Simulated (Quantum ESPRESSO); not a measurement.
# Magnetic state of NiI2 from several starts, part 2 of 3

Aim: find out which collinear order of NiI2 costs least.

Quantum ESPRESSO 7.5; LDA with U = 6 eV on Ni d (ortho-atomic projectors); plane waves with GBRV 1.5 LDA potentials, no spin-orbit coupling.

So far, absolute magnetization (μB): step 2 (run 1 (ferro +)) 2.04.

The database entry behind the starting cell differs from later determinations by our own check (c about 0.7 % short), so it need not match the best structure at ambient conditions.

## (3) Run 2, typed as antiferro q=(0,0,1/2) +−

The cell is doubled to 6 atoms to hold this order. The wavevector q is in fractions of the reciprocal vectors of the crystal's primitive cell, as the cells of these inputs are built from it; moments change sign between cells as cos(2π q·R).

Input file pw.in:

```
&CONTROL
  calculation = 'scf'
  prefix = 'pwscf'
  outdir = './tmp'
  pseudo_dir = './pseudo'
  disk_io = 'nowf'
/
&SYSTEM
  ibrav = 0
  nat = 6
  ntyp = 3
  ecutwfc = 40
  ecutrho = 280
  nbnd = 43
  occupations = 'smearing'
  smearing = 'fd'
  degauss = 0.00367493
  nspin = 2
  starting_magnetization(1) = 0.1111
  starting_magnetization(2) = -0.1111
  starting_magnetization(3) = 0
/
&ELECTRONS
  conv_thr = 1.2d-08
  electron_maxstep = 150
  mixing_beta = 0.3
/
ATOMIC_SPECIES
Ni1    58.6934 ni_lda_v1.4.uspp.F.UPF
Ni2    58.6934 ni_lda_v1.4.uspp.F.UPF
I     126.9045 i_lda_v1.uspp.F.UPF
CELL_PARAMETERS angstrom
   1.9515000000    1.1266990503    6.5566666667
  -1.9515000000    1.1266990503    6.5566666667
   0.0000000000   -4.5067962012   13.1133333334
ATOMIC_POSITIONS crystal
Ni1     0.0000000000    0.0000000000    0.0000000000
Ni2     0.0000000000    0.0000000000    0.5000000000
I       0.2500000000    0.2500000000    0.1250000000
I       0.2500000000    0.2500000000    0.6250000000
I       0.7500000000    0.7500000000    0.3750000000
I       0.7500000000    0.7500000000    0.8750000000
K_POINTS automatic
6 6 3 0 0 0
HUBBARD {ortho-atomic}
U Ni1-3d 6.0000
U Ni2-3d 6.0000
```

Started as:

```
$ OMP_NUM_THREADS=1 mpirun -n 4 pw.x -nk 4 -in pw.in > pw.out
```

The log of the run:

```text
[banner, memory and clock lines left out]
Program PWSCF v.7.5 starts

     Message from routine setup:
     using ibrav=0 with symmetry is DISCOURAGED, use correct ibrav instead

     bravais-lattice index     =            0
     lattice parameter (alat)  =      13.1016  a.u.
     unit-cell volume          =    1167.4477 (a.u.)^3
     number of atoms/cell      =            6
     number of atomic types    =            3
     number of electrons       =        64.00
     number of Kohn-Sham states=           43
     kinetic-energy cutoff     =      40.0000  Ry
     charge density cutoff     =     280.0000  Ry
     scf convergence threshold =      1.2E-08
     mixing beta               =       0.3000
     number of iterations used =            8  plain     mixing
     Exchange-correlation= SLA  PZ   NOGX NOGC
                           (   1   1   0   0   0   0   0)
     Hubbard projectors: ortho-atomic
     Hubbard parameters of DFT+U (Dudarev formulation) in eV:
     U(Ni1-3d) =  6.0000
     U(Ni2-3d) =  6.0000

     Internal variables: lda_plus_u =T, lda_plus_u_kind = 0

     Internal variables: orbital_resolved =F, hub_pot_fix =F, apply_U = F

     celldm(1)=  13.101634  celldm(2)=   0.000000  celldm(3)=   0.000000
     celldm(4)=   0.000000  celldm(5)=   0.000000  celldm(6)=   0.000000

     crystal axes: (cart. coord. in units of alat)
               a(1) = (   0.281476   0.162510   0.945707 )
               a(2) = (  -0.281476   0.162510   0.945707 )
               a(3) = (   0.000000  -0.650042   1.891414 )

     reciprocal axes: (cart. coord. in units 2 pi/alat)
               b(1) = (  1.776348  1.025575  0.352470 )
               b(2) = ( -1.776348  1.025575  0.352470 )
               b(3) = (  0.000000 -1.025575  0.176235 )

     PseudoPot. # 1 for Ni read from file:
     ni_lda_v1.4.uspp.F.UPF
     Pseudo is Ultrasoft + core correction, Zval = 18.0

     PseudoPot. # 2 for Ni read from file:
     ni_lda_v1.4.uspp.F.UPF
     Pseudo is Ultrasoft + core correction, Zval = 18.0

     PseudoPot. # 3 for I  read from file:
     i_lda_v1.uspp.F.UPF
     Pseudo is Ultrasoft + core correction, Zval =  7.0

     atomic species   valence    mass     pseudopotential
     Ni1              18.00    58.69340     Ni( 1.00)
     Ni2              18.00    58.69340     Ni( 1.00)
     I                 7.00   126.90450     I ( 1.00)

     Starting magnetic structure
     atomic species   magnetization
     Ni1             0.111
     Ni2            -0.111
     I               0.000

      4 Sym. Ops., with inversion, found

   Cartesian axes

     site n.     atom                  positions (alat units)
         1        Ni1    tau(   1) = (   0.0000000   0.0000000   0.0000000  )
         2        Ni2    tau(   2) = (   0.0000000  -0.3250209   0.9457068  )
         3        I      tau(   3) = (   0.0000000   0.0000000   0.7092801  )
         4        I      tau(   4) = (   0.0000000  -0.3250209   1.6549869  )
         5        I      tau(   5) = (   0.0000000   0.0000000   2.1278403  )
         6        I      tau(   6) = (   0.0000000  -0.3250209   3.0735472  )

     number of k points=    34  Fermi-Dirac smearing, width (Ry)=  0.0037
                       cart. coord. in units 2pi/alat
        k(    1) = (   0.0000000   0.0000000   0.0000000), wk =   0.0092593
        k(    2) = (   0.0000000  -0.3418583   0.0587450), wk =   0.0185185
        k(    3) = (  -0.2960580   0.1709292   0.0587450), wk =   0.0370370
        k(    4) = (  -0.2960580  -0.1709292   0.1174900), wk =   0.0370370
        k(    5) = (  -0.2960580   0.5127875  -0.0000000), wk =   0.0370370
        [... 29 further k-points ...]

     Dense  grid:    92383 G-vectors     FFT dimensions: (  72,  72, 144)

     Smooth grid:    39901 G-vectors     FFT dimensions: (  54,  54, 108)

     Check: negative core charge=   -0.000003
     Generating pointlists ...
     new r_m :   0.1658 (alat units)  2.1721 (a.u.) for type    1
     new r_m :   0.1658 (alat units)  2.1721 (a.u.) for type    2
     new r_m :   0.1658 (alat units)  2.1721 (a.u.) for type    3

     Initial potential from superposition of free atoms

     starting charge      59.9996, renormalised to      64.0000

     STARTING HUBBARD OCCUPATIONS:

     =================== HUBBARD OCCUPATIONS ===================
     ------------------------ ATOM    1 ------------------------
     Tr[ns(  1)] (up, down, total) =   5.00000  3.00000  8.00000
     Atomic magnetic moment for atom   1 =   2.00000
     [... lines left out ...]
     ------------------------ ATOM    2 ------------------------
     Tr[ns(  2)] (up, down, total) =   3.00000  5.00000  8.00000
     Atomic magnetic moment for atom   2 =  -2.00000
     [... lines left out ...]
     Number of occupied Hubbard levels =   16.0000

     Atomic wfc used for Hubbard projectors are orthogonalized

     Starting wfcs are   42 randomized atomic wfcs +    1 random wfcs

     Self-consistent Calculation

     iteration #  1     ecut=    40.00 Ry     beta= 0.30
     Davidson diagonalization with overlap
     ethr =  1.00E-02,  avg # of iterations =  5.4

     =================== HUBBARD OCCUPATIONS ===================
     ------------------------ ATOM    1 ------------------------
     Tr[ns(  1)] (up, down, total) =   3.44725  0.49165  3.93890
     Atomic magnetic moment for atom   1 =   2.95560
     [... lines left out ...]
     ------------------------ ATOM    2 ------------------------
     Tr[ns(  2)] (up, down, total) =   0.49187  3.44851  3.94038
     Atomic magnetic moment for atom   2 =  -2.95664
     [... lines left out ...]
     Number of occupied Hubbard levels =    7.8793

     total energy              =    -928.08246002 Ry
     estimated scf accuracy    <      48.92990561 Ry

     total magnetization       =     0.00 Bohr mag/cell
     absolute magnetization    =     6.71 Bohr mag/cell

     iteration #  2     ecut=    40.00 Ry     beta= 0.30
     Davidson diagonalization with overlap
     ethr =  1.00E-02,  avg # of iterations =  3.0

     total energy              =    -942.41039535 Ry
     estimated scf accuracy    <      36.40041648 Ry

     total magnetization       =     0.00 Bohr mag/cell
     absolute magnetization    =     0.32 Bohr mag/cell

     [... further iterations left out ...]

     iteration # 20     ecut=    40.00 Ry     beta= 0.30
     Davidson diagonalization with overlap
     ethr =  4.62E-11,  avg # of iterations =  2.2

     total energy              =    -944.90043748 Ry
     estimated scf accuracy    <       0.00000002 Ry

     total magnetization       =     0.00 Bohr mag/cell
     absolute magnetization    =     3.57 Bohr mag/cell

     iteration # 21     ecut=    40.00 Ry     beta= 0.30
     Davidson diagonalization with overlap
     ethr =  2.41E-11,  avg # of iterations =  1.8

     Magnetic moment per site  (integrated on atomic sphere of radius R)
     atom   1 (R=0.166)  charge= 16.8775  magn=  1.4727
     atom   2 (R=0.166)  charge= 16.8775  magn= -1.4727
     atom   3 (R=0.166)  charge=  4.2762  magn=  0.0526
     atom   4 (R=0.166)  charge=  4.2762  magn= -0.0526
     atom   5 (R=0.166)  charge=  4.2762  magn= -0.0526
     atom   6 (R=0.166)  charge=  4.2762  magn=  0.0526

     End of self-consistent calculation

     =================== HUBBARD OCCUPATIONS ===================
     ------------------------ ATOM    1 ------------------------
     Tr[ns(  1)] (up, down, total) =   4.96593  3.50379  8.46972
     Atomic magnetic moment for atom   1 =   1.46213
     [... lines left out ...]
     ------------------------ ATOM    2 ------------------------
     Tr[ns(  2)] (up, down, total) =   3.50381  4.96592  8.46974
     Atomic magnetic moment for atom   2 =  -1.46211
     [... lines left out ...]
     Number of occupied Hubbard levels =   16.9395

     [... lines left out ...]
     the Fermi energy is     6.2698 ev

!    total energy              =    -944.90043750 Ry
     estimated scf accuracy    <          1.0E-08 Ry
     smearing contrib. (-TS)   =      -0.00000064 Ry
     internal energy E=F+TS    =    -944.90043686 Ry

     The total energy is F=E-TS. E is the sum of the following terms:
     one-electron contribution =    -756.78487041 Ry
     hartree contribution      =     400.72437942 Ry
     xc contribution           =    -259.79689717 Ry
     ewald contribution        =    -329.25016266 Ry
     Hubbard energy            =       0.20711396 Ry

     total magnetization       =     0.00 Bohr mag/cell
     absolute magnetization    =     3.57 Bohr mag/cell

     convergence has been achieved in  21 iterations
```

Elapsed: 5.3 min, on 4 MPI ranks of Arm Neoverse V2, shared host; peak memory 1.2 GiB.

Spin moment in the atom's sphere by atom:

```csv
atom,spin moment in the atom's sphere (μB)
Ni1,1.47
Ni2,-1.47
I3,0.05
I4,-0.05
I5,-0.05
I6,0.05
```

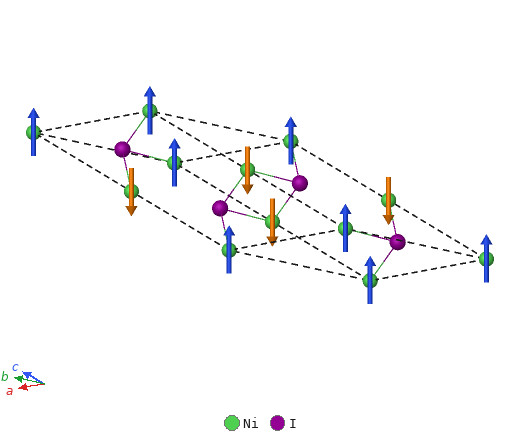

Spin moment in the atom's sphere as arrows, the longest 1.47 μB. Up and down stand for the sign. Arrows give size and sign along the axis of quantisation, drawn up and down the page. The two directions have two colours. Bonds to atoms that aren't drawn are left out. Some periodic images of atoms are drawn too.

This step gave:

```
smearing term TS       : 8.70e-6 eV
magnetization          : 0 μB
absolute magnetization : 3.57 μB
final state            : antiferromagnetic
```

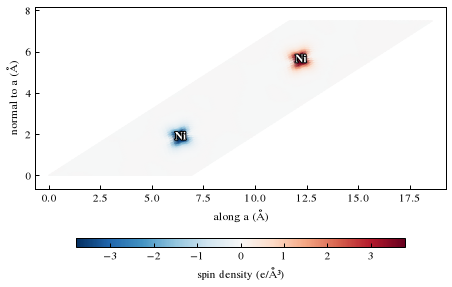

Spin density in the ac plane at fractional y = 0.000, with atoms of Ni within 0.2 Å of it. The map starts off the cell's origin, so that atoms lie inside it.

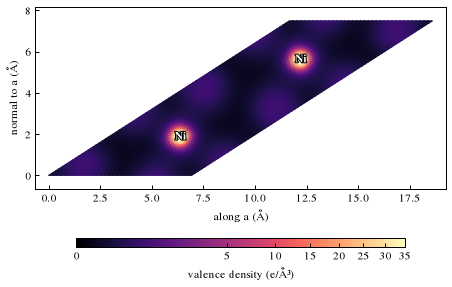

Valence density in the ac plane at fractional y = 0.000, with atoms of Ni within 0.2 Å of it. It is the smooth field of the valence electrons, not physical close to the nuclei. The map starts off the cell's origin, so that atoms lie inside it. The colour scale is stretched toward low values.

## (4) Energies of the orders

An order is kept where moments of 0.15 μB or more survive with the typed signs; meshes match where a doubled cell samples the same k points as the first cell.

Orders:

| start | final state | typed order kept | energy over the lowest (meV a seeded atom) | largest site moment (μB) | net moment (μB a cell of the first run) | mesh matched | CPU time (s) |
| --- | --- | --- | --- | --- | --- | --- | --- |
| ferro + | ferromagnetic | yes | 5.561 | 1.482 | 2 | yes | 287.8 |
| antiferro q=(0,0,1/2) +- | antiferromagnetic | yes | 0 | 1.473 | 0 | yes | 1278 |

## (5) The lowest state again, with its states saved

pw.in, as its differences from that of step 3:

```diff
@@ -5,3 +5,3 @@
   pseudo_dir = './pseudo'
-  disk_io = 'nowf'
+  disk_io = 'low'
 /
@@ -9,2 +9,3 @@
   ibrav = 0
+  celldm(1) = 8
   nat = 6
@@ -13,3 +14,3 @@
   ecutrho = 280
-  nbnd = 43
+  nbnd = 47
   occupations = 'smearing'
@@ -31,6 +32,6 @@
 I     126.9045 i_lda_v1.uspp.F.UPF
-CELL_PARAMETERS angstrom
-   1.9515000000    1.1266990503    6.5566666667
-  -1.9515000000    1.1266990503    6.5566666667
-   0.0000000000   -4.5067962012   13.1133333334
+CELL_PARAMETERS alat
+   0.4609750665259    0.2661440787429    1.5487880363157
+  -0.4609750665259    0.2661440787429    1.5487880363157
+   0.0000000000000   -1.0645763149715    3.0975760726315
 ATOMIC_POSITIONS crystal
```

The log of the run:

```text
     [... lines left out ...]
Program PWSCF v.7.5 starts
     [... lines left out ...]
     number of atoms/cell      =            6
     [... lines left out ...]
     number of electrons       =        64.00
     number of Kohn-Sham states=           47
     kinetic-energy cutoff     =      40.0000  Ry
     charge density cutoff     =     280.0000  Ry
     scf convergence threshold =      1.2E-08
     [... lines left out ...]
      4 Sym. Ops., with inversion, found
     [... lines left out ...]
     number of k points=    34  Fermi-Dirac smearing, width (Ry)=  0.0037
     [... lines left out ...]
     iteration # 19     ecut=    40.00 Ry     beta= 0.30
     [... lines left out ...]
     Magnetic moment per site  (integrated on atomic sphere of radius R)
     atom   1 (R=0.272)  charge= 16.8775  magn=  1.4728
     atom   2 (R=0.272)  charge= 16.8775  magn= -1.4728
     atom   3 (R=0.272)  charge=  4.2762  magn=  0.0526
     atom   4 (R=0.272)  charge=  4.2762  magn= -0.0526
     atom   5 (R=0.272)  charge=  4.2762  magn= -0.0526
     atom   6 (R=0.272)  charge=  4.2762  magn=  0.0526
     [... lines left out ...]
     Tr[ns(  1)] (up, down, total) =   4.96593  3.50376  8.46969
     [... lines left out ...]
     Tr[ns(  2)] (up, down, total) =   3.50376  4.96593  8.46969
     [... lines left out ...]
     the Fermi energy is     6.2698 ev
!    total energy              =    -944.90043750 Ry
     estimated scf accuracy    <       0.00000001 Ry
     smearing contrib. (-TS)   =      -0.00000064 Ry
     [... lines left out ...]
     total magnetization       =     0.00 Bohr mag/cell
     absolute magnetization    =     3.57 Bohr mag/cell
     convergence has been achieved in  19 iterations
```

Elapsed: 5.3 min, on 4 MPI ranks; peak memory 1.2 GiB.

This step gave:

* smearing term TS: 8.69e-6 eV
* magnetization: 0 μB
* absolute magnetization: 3.57 μB
* final state: antiferromagnetic
* largest moment: 1.473 μB

[end of part 2 of 3]

[Logs and program files are shortened in this print: banners, set-up blocks, solver, clock and traceback lines can be left out without a mark of their own.]

[Logs are printed without paths, hosts, clocks, repeated set-up lines and the standing remarks that a program may print on its own settings, such as how far it seeks lower states.]

[Hosts, paths, dates, database ids (printed as entryN), source tags and the programs' standing remarks are cut or masked in the printed files.]

[Where a cell is said to come from a database of computed structures, the database is the Materials Project.]
